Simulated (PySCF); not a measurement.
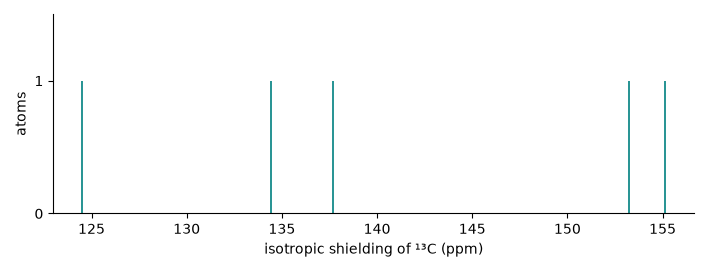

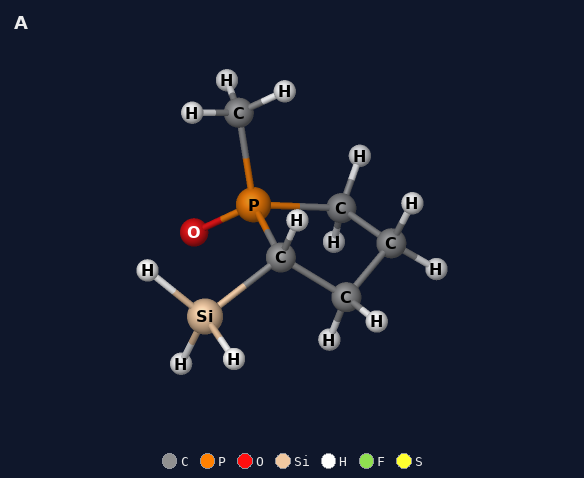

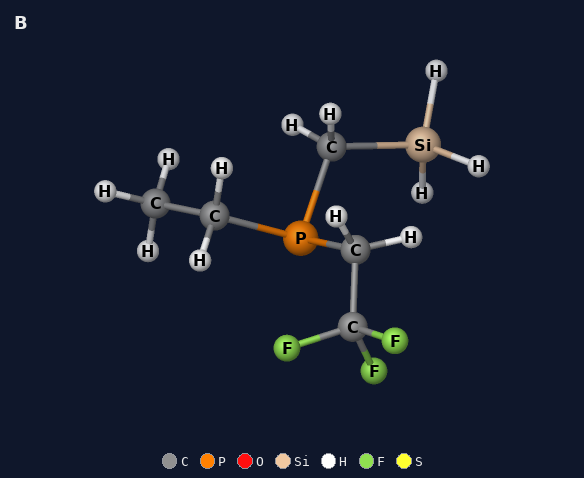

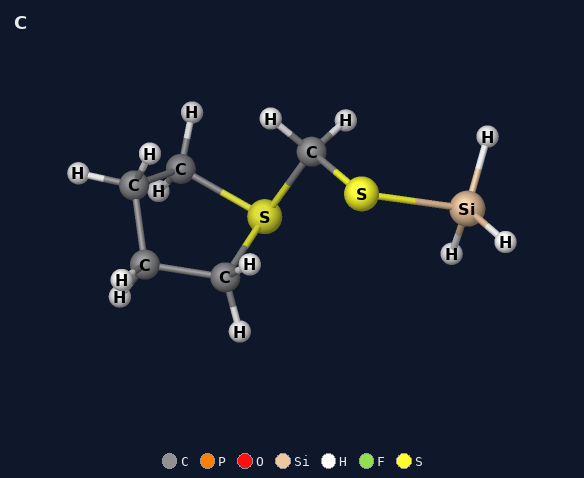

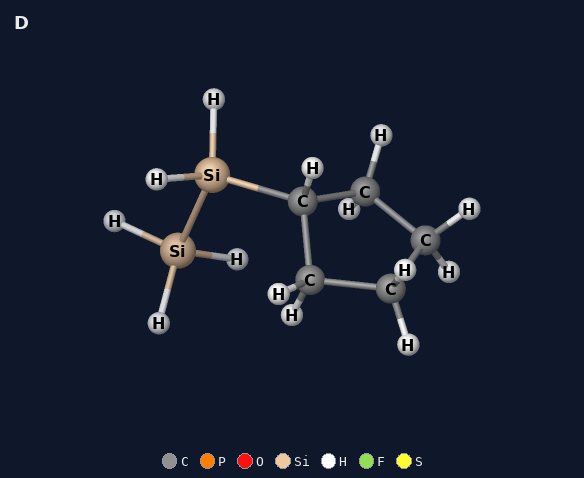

The sticks are computed shieldings of one of the molecules, for one fixed geometry (GFN2-xTB) without averaging over rotations. Low shielding means a high chemical shift. Method: GIAO PBE0/pcSseg-1 NMR shielding, non-relativistic, gas phase (PySCF 2.14.0).

Match the spectrum to a structure.

C, `[SiH3]SC[S+]1CCCC1`. Its 5 C atoms give lines at 124.5, 134.4, 137.7, 153.3, 155.1 ppm.

The geometry is semi-empirical. Around P, Si such bond lengths and angles can be off by a tenth of an ångström or more and by several degrees, and values that hang on the shape move with them.
